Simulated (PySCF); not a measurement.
# CH3Cl2−, a complex of two parts: interaction energy, part 2 of 3

PySCF 2.14.0. Atoms count from 0, parts from 1.

## 5. Coupled-cluster interaction energy: CCSD(T) and MP2, 3.46 Å

The job: settings as JSON, then the geometry in Å.

```
{"job": {"kind": "intercc", "basis": "aug-cc-pVDZ", "basis_mid": "aug-cc-pVTZ", "basis_large": "aug-cc-pVQZ"}, "charge": -1, "multiplicity": 1, "parts": [{"atoms": "0-4", "charge": 0, "multiplicity": 1}, {"atoms": "5-5", "charge": -1, "multiplicity": 1}]}
C     -0.125676    -0.043775    -0.075934
Cl     1.657418     0.075360     0.228922
H     -0.520953    -0.865999     0.508690
H     -0.285472    -0.221786    -1.132686
H     -0.592266     0.887652     0.221515
Cl    -3.524878    -0.211924    -0.674096
```

Level: CCSD(T)/aug-cc-pVDZ and MP2/aug-cc-pVTZ, aug-cc-pVQZ counterpoise interaction energy, frozen core, gas phase.

The log of the run:

```text
part 1, own basis, geometry of the cluster: E = -499.1484773011 (as before)

part 2, own basis, geometry of the cluster: E = -459.5737370343 (as before)

part 1, own basis, relaxed alone: E = -499.1486503883 (as before)

part 2, own basis, relaxed alone: E = -459.5737370343 (as before)

cluster
final grid: 6200 points
cycle   1  E = -958.7357701935  dE = -4.993e-03  |g| = 3.090e-02  |ddm| = 2.648e-01
cycle   2  E = -958.7362062344  dE = -4.360e-04  |g| = 1.316e-02  |ddm| = 9.506e-02
cycle   3  E = -958.7362800783  dE = -7.384e-05  |g| = 5.411e-03  |ddm| = 2.797e-02
cycle   4  E = -958.7363016524  dE = -2.157e-05  |g| = 1.150e-03  |ddm| = 2.295e-02
cycle   5  E = -958.7363028402  dE = -1.188e-06  |g| = 3.901e-04  |ddm| = 4.543e-03
cycle   6  E = -958.7363029455  dE = -1.053e-07  |g| = 9.731e-05  |ddm| = 1.377e-03
cycle   7  E = -958.7363029532  dE = -7.690e-09  |g| = 1.672e-05  |ddm| = 4.571e-04
cycle   8  E = -958.7363029534  dE = -2.042e-10  |g| = 3.891e-06  |ddm| = 1.064e-04
converged SCF energy = -958.7363029534

part 1 in the basis of the cluster
final grid: 6200 points
cycle   1  E = -499.1484943514  dE = -1.744e-05  |g| = 7.004e-04  |ddm| = 1.612e-01
cycle   2  E = -499.1484945343  dE = -1.828e-07  |g| = 8.474e-05  |ddm| = 1.889e-02
cycle   3  E = -499.1484945375  dE = -3.250e-09  |g| = 6.940e-06  |ddm| = 2.700e-03
cycle   4  E = -499.1484945375  dE = -2.160e-11  |g| = 2.731e-06  |ddm| = 8.811e-05
converged SCF energy = -499.1484945375

part 2 in the basis of the cluster
final grid: 6200 points
cycle   1  E = -459.5735190783  dE = -2.225e-05  |g| = 1.112e-03  |ddm| = 8.652e-02
cycle   2  E = -459.5735195941  dE = -5.158e-07  |g| = 2.549e-04  |ddm| = 8.918e-03
cycle   3  E = -459.5735196362  dE = -4.212e-08  |g| = 1.186e-04  |ddm| = 1.732e-03
cycle   4  E = -459.5735196414  dE = -5.239e-09  |g| = 1.462e-05  |ddm| = 6.205e-04
cycle   5  E = -459.5735196416  dE = -2.299e-10  |g| = 1.310e-06  |ddm| = 1.811e-04
converged SCF energy = -459.5735196416

Interaction energy (kcal/mol)
  counterpoise      -10.140
  uncorrected       -10.411
  dispersion part     0.000
  deformation         0.275
  binding            -9.864

Decomposition of the uncorrected value (kcal/mol)
  electrostatic      -9.354
  Pauli               3.830
  orbital            -3.468
  dispersion          0.000
  correlation        -1.419

Charge of each part in the cluster: -0.009 -0.991
part 1, own basis, geometry of the cluster: E = -499.1544679544 (as before)

part 2, own basis, geometry of the cluster: E = -459.5765936161 (as before)

part 1, own basis, relaxed alone: E = -499.1547340777 (as before)

part 2, own basis, relaxed alone: E = -459.5765936161 (as before)

cluster
final grid: 6200 points
cycle   1  E = -958.7445440494  dE = -4.972e-03  |g| = 3.158e-02  |ddm| = 2.411e-01
cycle   2  E = -958.7449848776  dE = -4.408e-04  |g| = 1.355e-02  |ddm| = 8.733e-02
cycle   3  E = -958.7450597408  dE = -7.486e-05  |g| = 5.504e-03  |ddm| = 3.122e-02
cycle   4  E = -958.7450818550  dE = -2.211e-05  |g| = 1.214e-03  |ddm| = 2.197e-02
cycle   5  E = -958.7450831578  dE = -1.303e-06  |g| = 4.059e-04  |ddm| = 5.430e-03
cycle   6  E = -958.7450832691  dE = -1.113e-07  |g| = 1.114e-04  |ddm| = 1.326e-03
cycle   7  E = -958.7450832790  dE = -9.868e-09  |g| = 1.970e-05  |ddm| = 4.027e-04
cycle   8  E = -958.7450832793  dE = -2.669e-10  |g| = 4.167e-06  |ddm| = 1.275e-04
converged SCF energy = -958.7450832793

part 1 in the basis of the cluster
final grid: 6200 points
cycle   1  E = -499.1544757388  dE = -7.595e-06  |g| = 4.190e-04  |ddm| = 1.460e-01
cycle   2  E = -499.1544758137  dE = -7.497e-08  |g| = 4.821e-05  |ddm| = 1.574e-02
cycle   3  E = -499.1544758150  dE = -1.260e-09  |g| = 3.081e-06  |ddm| = 2.050e-03
cycle   4  E = -499.1544758150  dE = -6.366e-12  |g| = 5.005e-07  |ddm| = 6.752e-05
converged SCF energy = -499.1544758150

part 2 in the basis of the cluster
final grid: 6200 points
cycle   1  E = -459.5763721906  dE = -7.197e-06  |g| = 9.121e-04  |ddm| = 5.965e-02
cycle   2  E = -459.5763726057  dE = -4.151e-07  |g| = 2.645e-04  |ddm| = 6.907e-03
cycle   3  E = -459.5763726499  dE = -4.427e-08  |g| = 1.098e-04  |ddm| = 2.114e-03
cycle   4  E = -459.5763726571  dE = -7.166e-09  |g| = 8.082e-06  |ddm| = 1.168e-03
cycle   5  E = -459.5763726572  dE = -7.162e-11  |g| = 1.151e-06  |ddm| = 2.049e-04
converged SCF energy = -459.5763726572

Interaction energy (kcal/mol)
  counterpoise      -10.303
  uncorrected       -10.448
  dispersion part     0.000
  deformation         0.364
  binding            -9.940

Decomposition of the uncorrected value (kcal/mol)
  electrostatic      -9.348
  Pauli               3.864
  orbital            -3.458
  dispersion          0.000
  correlation        -1.506

Charge of each part in the cluster: -0.009 -0.991
part 1 in the basis of the cluster: E(HF) = -499.122112178  E2 = -0.303039071  E(CCSD corr) = -0.332983129  (T) = -0.009533879
part 2 in the basis of the cluster: E(HF) = -459.563713352  E2 = -0.159759604  E(CCSD corr) = -0.171184096  (T) = -0.004264943
cluster: E(HF) = -958.700515661  E2 = -0.464088622  E(CCSD corr) = -0.504979217  (T) = -0.014048705

Counterpoise interaction energy (kcal/mol)
  hf_small                  -9.218
  mp2_small                -10.028
  ccsd_small                -9.728
  ccsdt_small               -9.884
  hf_large                  -8.932
  mp2_large                -10.303
  hf_middle                 -8.966
  mp2_middle               -10.140
  scs_mp2_large             -9.810
  mp2_limit                -10.448
  ccsdt_less_mp2             0.143
  ccsdt_limit_estimate     -10.305
  bsse_mp2_large             0.144
```

It took 2 min on 1 thread of Arm Neoverse V1, shared host; peak memory 1.2 GiB.

Contacts at this geometry (a selection, picked against the atoms' radii; other short pairs can be missing):

```tsv
atoms	distance (Å)	kind (by distance and angle)	angle (°)
C0···Cl5	3.46	inside the van der Waals sum	–
```

Differences are taken before rounding.

```tsv
method	interaction energy (kcal/mol)	from CCSD(T), limit estimate (kcal/mol)
HF/aug-cc-pVDZ	-9.22	+1.09
MP2/aug-cc-pVDZ	-10.03	+0.28
CCSD/aug-cc-pVDZ	-9.73	+0.58
CCSD(T)/aug-cc-pVDZ	-9.88	+0.42
HF/aug-cc-pVQZ	-8.93	+1.37
MP2/aug-cc-pVQZ	-10.30	0.00
SCS-MP2/aug-cc-pVQZ	-9.81	+0.49
MP2, extrapolated	-10.45	-0.14
CCSD(T), limit estimate	-10.30	0
```

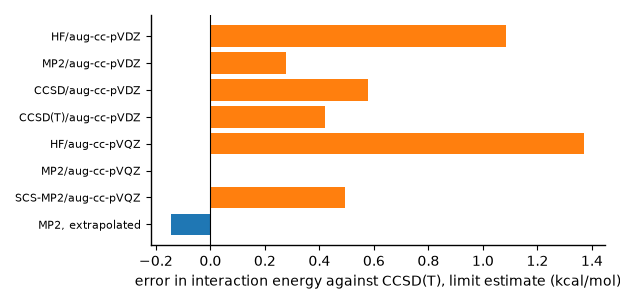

Error of each method against CCSD(T), limit estimate.

These energies keep the parts at their geometry in the cluster; deforming them to it costs 0.36 kcal/mol (MP2).

## 6. Coupled-cluster interaction energy: CCSD(T) and MP2, 2.98 Å

Settings changed since step 5:

```diff
@@ -6,2 +6,2 @@
 H     -0.592266     0.887652     0.221515
-Cl    -3.524878    -0.211924    -0.674096
+Cl    -3.061351    -0.188995    -0.592529
```

With the program's defaults for keys left out, this is: CCSD(T)/aug-cc-pVDZ and MP2/aug-cc-pVTZ, aug-cc-pVQZ counterpoise interaction energy, frozen core, gas phase.

The log of the run:

```text
part 1, own basis, geometry of the cluster: E = -499.1484773011 (as before)

part 2, own basis, geometry of the cluster: E = -459.5737370343 (as before)

part 1, own basis, relaxed alone: E = -499.1486503883 (as before)

part 2, own basis, relaxed alone: E = -459.5737370343 (as before)

cluster
final grid: 6200 points
cycle   1  E = -958.7326303366  dE = -9.142e-03  |g| = 4.207e-02  |ddm| = 4.211e-01
cycle   2  E = -958.7334890922  dE = -8.588e-04  |g| = 1.812e-02  |ddm| = 1.352e-01
cycle   3  E = -958.7336333632  dE = -1.443e-04  |g| = 7.414e-03  |ddm| = 3.964e-02
cycle   4  E = -958.7336752397  dE = -4.188e-05  |g| = 1.509e-03  |ddm| = 3.239e-02
cycle   5  E = -958.7336772187  dE = -1.979e-06  |g| = 5.462e-04  |ddm| = 5.769e-03
cycle   6  E = -958.7336774117  dE = -1.929e-07  |g| = 1.365e-04  |ddm| = 1.901e-03
cycle   7  E = -958.7336774273  dE = -1.568e-08  |g| = 2.463e-05  |ddm| = 6.243e-04
cycle   8  E = -958.7336774278  dE = -4.679e-10  |g| = 5.868e-06  |ddm| = 1.320e-04
converged SCF energy = -958.7336774278

part 1 in the basis of the cluster
final grid: 6200 points
cycle   1  E = -499.1485024989  dE = -2.512e-05  |g| = 8.059e-04  |ddm| = 1.776e-01
cycle   2  E = -499.1485027392  dE = -2.403e-07  |g| = 9.722e-05  |ddm| = 2.119e-02
cycle   3  E = -499.1485027436  dE = -4.449e-09  |g| = 8.512e-06  |ddm| = 3.170e-03
cycle   4  E = -499.1485027436  dE = -3.365e-11  |g| = 3.156e-06  |ddm| = 1.439e-04
converged SCF energy = -499.1485027436

part 2 in the basis of the cluster
final grid: 6200 points
cycle   1  E = -459.5735159275  dE = -3.139e-05  |g| = 1.257e-03  |ddm| = 1.103e-01
cycle   2  E = -459.5735165263  dE = -5.989e-07  |g| = 2.674e-04  |ddm| = 1.236e-02
cycle   3  E = -459.5735165725  dE = -4.613e-08  |g| = 1.268e-04  |ddm| = 2.352e-03
cycle   4  E = -459.5735165779  dE = -5.446e-09  |g| = 1.750e-05  |ddm| = 6.845e-04
cycle   5  E = -459.5735165782  dE = -3.334e-10  |g| = 1.500e-06  |ddm| = 2.388e-04
converged SCF energy = -459.5735165782

Interaction energy (kcal/mol)
  counterpoise      -10.387
  uncorrected       -10.941
  dispersion part     0.000
  deformation         0.275
  binding           -10.112

Decomposition of the uncorrected value (kcal/mol)
  electrostatic     -15.428
  Pauli              14.470
  orbital            -6.394
  dispersion          0.000
  correlation        -3.589

Charge of each part in the cluster: -0.013 -0.987
part 1, own basis, geometry of the cluster: E = -499.1544679544 (as before)

part 2, own basis, geometry of the cluster: E = -459.5765936161 (as before)

part 1, own basis, relaxed alone: E = -499.1547340777 (as before)

part 2, own basis, relaxed alone: E = -459.5765936161 (as before)

cluster
final grid: 6200 points
cycle   1  E = -958.7413756198  dE = -9.234e-03  |g| = 4.294e-02  |ddm| = 3.712e-01
cycle   2  E = -958.7422469572  dE = -8.713e-04  |g| = 1.864e-02  |ddm| = 1.141e-01
cycle   3  E = -958.7423932947  dE = -1.463e-04  |g| = 7.537e-03  |ddm| = 4.164e-02
cycle   4  E = -958.7424361764  dE = -4.288e-05  |g| = 1.600e-03  |ddm| = 2.803e-02
cycle   5  E = -958.7424383715  dE = -2.195e-06  |g| = 5.701e-04  |ddm| = 6.868e-03
cycle   6  E = -958.7424385776  dE = -2.061e-07  |g| = 1.550e-04  |ddm| = 1.923e-03
cycle   7  E = -958.7424385974  dE = -1.980e-08  |g| = 2.884e-05  |ddm| = 5.775e-04
cycle   8  E = -958.7424385980  dE = -6.303e-10  |g| = 6.306e-06  |ddm| = 1.561e-04
converged SCF energy = -958.7424385980

part 1 in the basis of the cluster
final grid: 6200 points
cycle   1  E = -499.1544796719  dE = -1.114e-05  |g| = 5.198e-04  |ddm| = 1.375e-01
cycle   2  E = -499.1544797755  dE = -1.035e-07  |g| = 5.761e-05  |ddm| = 1.416e-02
cycle   3  E = -499.1544797772  dE = -1.702e-09  |g| = 3.875e-06  |ddm| = 2.051e-03
cycle   4  E = -499.1544797772  dE = -1.194e-11  |g| = 6.814e-07  |ddm| = 1.057e-04
converged SCF energy = -499.1544797772

part 2 in the basis of the cluster
final grid: 6200 points
cycle   1  E = -459.5763632068  dE = -8.821e-06  |g| = 9.610e-04  |ddm| = 8.050e-02
cycle   2  E = -459.5763636497  dE = -4.429e-07  |g| = 2.742e-04  |ddm| = 9.387e-03
cycle   3  E = -459.5763636967  dE = -4.698e-08  |g| = 1.141e-04  |ddm| = 2.215e-03
cycle   4  E = -459.5763637042  dE = -7.543e-09  |g| = 9.387e-06  |ddm| = 1.186e-03
cycle   5  E = -459.5763637043  dE = -1.044e-10  |g| = 1.072e-06  |ddm| = 2.775e-04
converged SCF energy = -459.5763637043

Interaction energy (kcal/mol)
  counterpoise      -10.719
  uncorrected       -11.015
  dispersion part     0.000
  deformation         0.364
  binding           -10.356

Decomposition of the uncorrected value (kcal/mol)
  electrostatic     -15.379
  Pauli              14.551
  orbital            -6.461
  dispersion          0.000
  correlation        -3.726

Charge of each part in the cluster: -0.013 -0.987
part 1 in the basis of the cluster: E(HF) = -499.122181684  E2 = -0.303153447  E(CCSD corr) = -0.333092155  (T) = -0.009545712
part 2 in the basis of the cluster: E(HF) = -459.563745845  E2 = -0.160387254  E(CCSD corr) = -0.171854714  (T) = -0.004376708
cluster: E(HF) = -958.698026923  E2 = -0.466967974  E(CCSD corr) = -0.507273026  (T) = -0.014451356

Counterpoise interaction energy (kcal/mol)
  hf_small                  -7.593
  mp2_small                 -9.743
  ccsd_small                -9.052
  ccsdt_small               -9.384
  hf_large                  -7.276
  mp2_large                -10.719
  hf_middle                 -7.316
  mp2_middle               -10.387
  scs_mp2_large             -9.720
  mp2_limit                -10.991
  ccsdt_less_mp2             0.359
  ccsdt_limit_estimate     -10.632
  bsse_mp2_large             0.295
```

Run time: 2 min. Hardware: 1 thread of Arm Neoverse V1, shared host; peak memory 1.3 GiB.

Contacts at this geometry (a selection, picked against the atoms' radii; other short pairs can be missing):

```tsv
atoms	distance (Å)	kind (by distance and angle)	angle (°)
C0···Cl5	2.98	inside the van der Waals sum	–
```

Differences are taken before rounding.

```tsv
method	interaction energy (kcal/mol)	from CCSD(T), limit estimate (kcal/mol)
HF/aug-cc-pVDZ	-7.59	+3.04
MP2/aug-cc-pVDZ	-9.74	+0.89
CCSD/aug-cc-pVDZ	-9.05	+1.58
CCSD(T)/aug-cc-pVDZ	-9.38	+1.25
HF/aug-cc-pVQZ	-7.28	+3.36
MP2/aug-cc-pVQZ	-10.72	-0.09
SCS-MP2/aug-cc-pVQZ	-9.72	+0.91
MP2, extrapolated	-10.99	-0.36
CCSD(T), limit estimate	-10.63	0
```

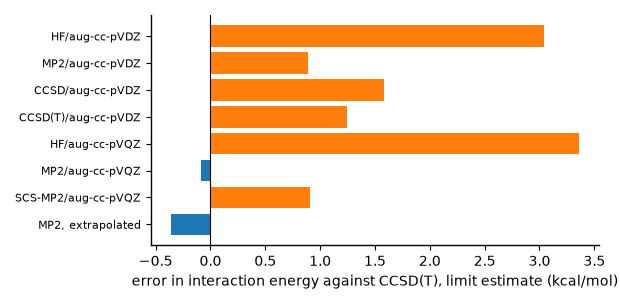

How far each level lands from CCSD(T), limit estimate.

These energies keep the parts at their geometry in the cluster; deforming them to it costs 0.36 kcal/mol (MP2).

## 7. Coupled-cluster interaction energy: CCSD(T) and MP2, 3.93 Å

Settings changed since step 6:

```diff
@@ -6,2 +6,2 @@
 H     -0.592266     0.887652     0.221515
-Cl    -3.061351    -0.188995    -0.592529
+Cl    -3.988406    -0.234854    -0.755664
```

Level: CCSD(T)/aug-cc-pVDZ and MP2/aug-cc-pVTZ, aug-cc-pVQZ counterpoise interaction energy, frozen core, gas phase.

The log of the run:

```text
part 1, own basis, geometry of the cluster: E = -499.1484773011 (as before)

part 2, own basis, geometry of the cluster: E = -459.5737370343 (as before)

part 1, own basis, relaxed alone: E = -499.1486503883 (as before)

part 2, own basis, relaxed alone: E = -459.5737370343 (as before)

cluster
final grid: 6200 points
cycle   1  E = -958.7343446397  dE = -3.090e-03  |g| = 2.427e-02  |ddm| = 1.905e-01
cycle   2  E = -958.7346062353  dE = -2.616e-04  |g| = 1.025e-02  |ddm| = 7.845e-02
cycle   3  E = -958.7346505280  dE = -4.429e-05  |g| = 4.226e-03  |ddm| = 2.247e-02
cycle   4  E = -958.7346635213  dE = -1.299e-05  |g| = 9.221e-04  |ddm| = 1.851e-02
cycle   5  E = -958.7346642959  dE = -7.746e-07  |g| = 3.089e-04  |ddm| = 3.694e-03
cycle   6  E = -958.7346643622  dE = -6.635e-08  |g| = 7.502e-05  |ddm| = 1.129e-03
cycle   7  E = -958.7346643668  dE = -4.532e-09  |g| = 1.271e-05  |ddm| = 4.018e-04
cycle   8  E = -958.7346643669  dE = -1.098e-10  |g| = 2.385e-06  |ddm| = 8.602e-05
converged SCF energy = -958.7346643669

part 1 in the basis of the cluster
final grid: 6200 points
cycle   1  E = -499.1484882188  dE = -1.118e-05  |g| = 5.087e-04  |ddm| = 1.153e-01
cycle   2  E = -499.1484883108  dE = -9.192e-08  |g| = 5.523e-05  |ddm| = 1.111e-02
cycle   3  E = -499.1484883121  dE = -1.384e-09  |g| = 4.563e-06  |ddm| = 1.347e-03
cycle   4  E = -499.1484883122  dE = -1.091e-11  |g| = 1.621e-06  |ddm| = 4.552e-05
converged SCF energy = -499.1484883122

part 2 in the basis of the cluster
final grid: 6200 points
cycle   1  E = -459.5735312542  dE = -1.473e-05  |g| = 9.596e-04  |ddm| = 5.733e-02
cycle   2  E = -459.5735316764  dE = -4.222e-07  |g| = 2.350e-04  |ddm| = 8.011e-03
cycle   3  E = -459.5735317132  dE = -3.679e-08  |g| = 1.074e-04  |ddm| = 1.567e-03
cycle   4  E = -459.5735317180  dE = -4.791e-09  |g| = 1.137e-05  |ddm| = 6.139e-04
cycle   5  E = -459.5735317182  dE = -1.332e-10  |g| = 1.250e-06  |ddm| = 1.236e-04
converged SCF energy = -459.5735317182

Interaction energy (kcal/mol)
  counterpoise       -8.289
  uncorrected        -8.431
  dispersion part     0.000
  deformation         0.275
  binding            -8.013

Decomposition of the uncorrected value (kcal/mol)
  electrostatic      -6.888
  Pauli               1.077
  orbital            -2.139
  dispersion          0.000
  correlation        -0.480

Charge of each part in the cluster: -0.005 -0.995
part 1, own basis, geometry of the cluster: E = -499.1544679544 (as before)

part 2, own basis, geometry of the cluster: E = -459.5765936161 (as before)

part 1, own basis, relaxed alone: E = -499.1547340777 (as before)

part 2, own basis, relaxed alone: E = -459.5765936161 (as before)

cluster
final grid: 6200 points
cycle   1  E = -958.7431390774  dE = -3.065e-03  |g| = 2.483e-02  |ddm| = 2.131e-01
cycle   2  E = -958.7434024678  dE = -2.634e-04  |g| = 1.056e-02  |ddm| = 7.470e-02
cycle   3  E = -958.7434473084  dE = -4.484e-05  |g| = 4.294e-03  |ddm| = 2.527e-02
cycle   4  E = -958.7434606275  dE = -1.332e-05  |g| = 9.706e-04  |ddm| = 1.808e-02
cycle   5  E = -958.7434614721  dE = -8.447e-07  |g| = 3.204e-04  |ddm| = 4.382e-03
cycle   6  E = -958.7434615417  dE = -6.963e-08  |g| = 8.635e-05  |ddm| = 1.044e-03
cycle   7  E = -958.7434615476  dE = -5.883e-09  |g| = 1.508e-05  |ddm| = 3.574e-04
cycle   8  E = -958.7434615478  dE = -1.528e-10  |g| = 2.689e-06  |ddm| = 1.101e-04
converged SCF energy = -958.7434615478

part 1 in the basis of the cluster
final grid: 6200 points
cycle   1  E = -499.1544733448  dE = -5.236e-06  |g| = 3.523e-04  |ddm| = 1.516e-01
cycle   2  E = -499.1544733986  dE = -5.383e-08  |g| = 4.111e-05  |ddm| = 1.351e-02
cycle   3  E = -499.1544733995  dE = -9.029e-10  |g| = 2.502e-06  |ddm| = 1.545e-03
converged SCF energy = -499.1544733995

part 2 in the basis of the cluster
final grid: 6200 points
cycle   1  E = -459.5763883261  dE = -5.607e-06  |g| = 8.442e-04  |ddm| = 6.999e-02
cycle   2  E = -459.5763886958  dE = -3.698e-07  |g| = 2.470e-04  |ddm| = 9.182e-03
cycle   3  E = -459.5763887354  dE = -3.951e-08  |g| = 1.032e-04  |ddm| = 1.979e-03
cycle   4  E = -459.5763887418  dE = -6.411e-09  |g| = 7.270e-06  |ddm| = 1.035e-03
cycle   5  E = -459.5763887418  dE = -5.593e-11  |g| = 1.307e-06  |ddm| = 1.538e-04
converged SCF energy = -459.5763887418

Interaction energy (kcal/mol)
  counterpoise       -8.380
  uncorrected        -8.447
  dispersion part     0.000
  deformation         0.364
  binding            -8.017

Decomposition of the uncorrected value (kcal/mol)
  electrostatic      -6.861
  Pauli               1.073
  orbital            -2.126
  dispersion          0.000
  correlation        -0.533

Charge of each part in the cluster: -0.005 -0.995
part 1 in the basis of the cluster: E(HF) = -499.122053999  E2 = -0.302954583  E(CCSD corr) = -0.332905588  (T) = -0.009525605
part 2 in the basis of the cluster: E(HF) = -459.563685218  E2 = -0.159434590  E(CCSD corr) = -0.170847489  (T) = -0.004198220
cluster: E(HF) = -958.698704256  E2 = -0.462684482  E(CCSD corr) = -0.503804440  (T) = -0.013825604

Counterpoise interaction energy (kcal/mol)
  hf_small                  -8.136
  mp2_small                 -8.321
  ccsd_small                -8.168
  ccsdt_small               -8.232
  hf_large                  -7.906
  mp2_large                 -8.380
  hf_middle                 -7.934
  mp2_middle                -8.289
  scs_mp2_large             -8.124
  mp2_limit                 -8.468
  ccsdt_less_mp2             0.089
  ccsdt_limit_estimate      -8.379
  bsse_mp2_large             0.066
```

Run time: 2 min. Hardware: 1 thread of Arm Neoverse V1, shared host; peak memory 1.2 GiB.

Contacts at this geometry (a selection, picked against the atoms' radii; other short pairs can be missing):

```tsv
atoms	distance (Å)	kind (by distance and angle)	angle (°)
C0···Cl5	3.93	beyond van der Waals contact	–
```

Differences are taken before rounding.

```tsv
method	interaction energy (kcal/mol)	from CCSD(T), limit estimate (kcal/mol)
HF/aug-cc-pVDZ	-8.14	+0.24
MP2/aug-cc-pVDZ	-8.32	+0.06
CCSD/aug-cc-pVDZ	-8.17	+0.21
CCSD(T)/aug-cc-pVDZ	-8.23	+0.15
HF/aug-cc-pVQZ	-7.91	+0.47
MP2/aug-cc-pVQZ	-8.38	0.00
SCS-MP2/aug-cc-pVQZ	-8.12	+0.25
MP2, extrapolated	-8.47	-0.09
CCSD(T), limit estimate	-8.38	0
```

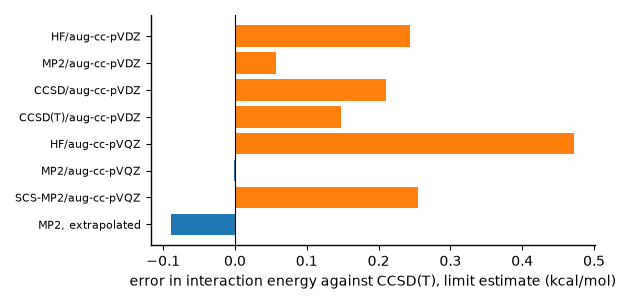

Error of each method against CCSD(T), limit estimate.

These energies keep the parts at their geometry in the cluster; deforming them to it costs 0.36 kcal/mol (MP2).

[end of part 2 of 3]
